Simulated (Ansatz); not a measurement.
**H3NO (SMILES NO): MP2/STO-3G**

Aim: the energy change on altering one bond length of H3NO at MP2/STO-3G, from 2 runs. 

The calculation is run with Ansatz 0.2.0.

51 further runs of the same task are left out: 1 that didn't finish, 50 set aside as unsound or not needed.

### Step 1. The system as given

The species is H3NO (5 atoms), meant as a singlet with charge 0. As SMILES, `NO`. The coordinates come from a GFN2-xTB relaxation. This is one conformer, not always the lowest.

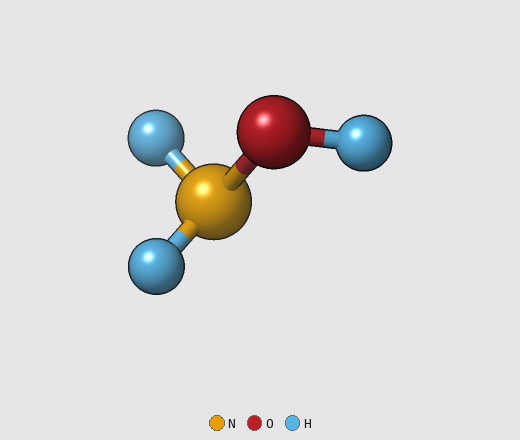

The structure, seen from a chosen angle (nitrogen amber, oxygen red, hydrogen blue).

### Step 2. The energy at MP2/STO-3G

Contents of run.yaml:

```yaml
crystal:
  periodic: [false, false, false]
  atoms:
    - {symbol: "N", position_ang: [-0.178910, -0.366440, -0.312920]}
    - {symbol: O, position_ang: [0.371730, 0.674250, 0.501760]}
    - {symbol: H, position_ang: [-0.161770, -1.206140, 0.265260]}
    - {symbol: H, position_ang: [-1.156690, -0.114310, -0.454620]}
    - {symbol: H, position_ang: [1.125640, 1.012630, 0.000530]}
basis:
  gaussian:
    orbitals: STO-3G
correlation:
  method: mp2
  frozen_orbitals: {H: 0, "N": 1, O: 1}
accuracy: high
```

Started as:

```console
$ ansatz run run.yaml --threads 1 --pin off --max-ram 2610MiB --events-out events.jsonl --progress --plain --runs-dir runs
```

Standard output:

```text
Warning: RAYON_NUM_THREADS=1 ignored (pool sized by the plan → 1); use --threads N
Functional definition: HF
  name "HF"
  exchange = exact_x
  correlation = 0
209 factors; integrals over basis functions are off by at most 3.8e-8 eV
mean field evaluation 1: about -3516.5313 eV, gradient 1.3e1 eV
mean field evaluation 2: about -3516.6594 eV, gradient 1.3e1 eV
mean field evaluation 4: about -3517.3340 eV, gradient 8.5e-1 eV
mean field evaluation 8: about -3517.3383 eV, gradient 2.4e-2 eV
mean field -3517.33825351 eV, -129.2597966791 hartree, gradient 2.2e-8 eV, S^2 0.000000; 0 other end points of the search recorded, 0 dependent functions left out
2 core orbitals not correlated: weight in the atoms' cores, before any rotation towards them, 1.000 or more for the frozen orbitals, at most 0.000 for the correlated occupied ones
reference -3517.33825351 eV, -129.2597966791 hartree; 7, 7 occupied and 4, 4 virtual orbitals, 209 factors
second order -2.22180125 eV of doubles, -0.00000000 eV of singles
Total energy: -3519.56005476 eV, -129.3414463689 hartree
```

Run time: 0.08 s. Hardware: 1 thread of Arm Neoverse V1, shared host.

### Step 3. The distorted shape

Contents of run.yaml:

```yaml
crystal:
  periodic: [false, false, false]
  atoms:
    - {symbol: "N", position_ang: [0.065562, -0.429479, -0.277491]}
    - {symbol: O, position_ang: [0.616202, 0.611211, 0.537189]}
    - {symbol: H, position_ang: [0.082702, -1.269179, 0.300689]}
    - {symbol: H, position_ang: [-1.156690, -0.114310, -0.454620]}
    - {symbol: H, position_ang: [1.370112, 0.949591, 0.035959]}
basis:
  gaussian: {orbitals: STO-3G}
correlation: {method: mp2, frozen_orbitals: {H: 0, "N": 1, O: 1}}
accuracy: high
```

Started as:

```console
$ ansatz run run.yaml --threads 1 --pin off --max-ram 2610MiB --events-out events.jsonl --progress --plain --runs-dir runs
```

Standard output:

```text
Warning: RAYON_NUM_THREADS=1 ignored (pool sized by the plan → 1); use --threads N
Functional definition: HF
  name "HF"
  exchange = exact_x
  correlation = 0
209 factors; integrals over basis functions are off by at most 2.7e-8 eV
mean field evaluation 1: about -3515.5187 eV, gradient 1.3e1 eV
mean field evaluation 2: about -3515.6420 eV, gradient 1.3e1 eV
mean field evaluation 4: about -3516.3284 eV, gradient 1.0e0 eV
mean field evaluation 8: about -3516.3360 eV, gradient 2.3e-2 eV
mean field -3516.33601411 eV, -129.2229650605 hartree, gradient 2.7e-8 eV, S^2 0.000000; 0 other end points of the search recorded, 0 dependent functions left out
2 core orbitals not correlated: weight in the atoms' cores, before any rotation towards them, 1.000 or more for the frozen orbitals, at most 0.000 for the correlated occupied ones
reference -3516.33601411 eV, -129.2229650605 hartree; 7, 7 occupied and 4, 4 virtual orbitals, 209 factors
second order -2.51967165 eV of doubles, -0.00000000 eV of singles
Total energy: -3518.85568576 eV, -129.3155612856 hartree
```

It took 0.08 s on 1 thread of Arm Neoverse V1, shared host.

### Step 4. What came out

Level: MP2/STO-3G, 2 core orbitals frozen.

| quantity | value |
| --- | --- |
| first shape: total energy | -129.34145 Eh |
| first shape: correlation energy (2 core orbitals frozen) | -81.6 mEh |
| distorted shape: total energy | -129.31556 Eh |
| distorted shape: correlation energy (2 core orbitals frozen) | -92.6 mEh |
| energy change with the N1–H4 bond stretched from 1.020 to 1.275 Å | 0.704 eV |

With the N1–H4 bond stretched from 1.020 to 1.275 Å the energy rises by 0.70 eV (68.0 kJ/mol). The first shape isn't relaxed at this level, so the change isn't measured from a minimum. The minimal basis adds a large error of its own.
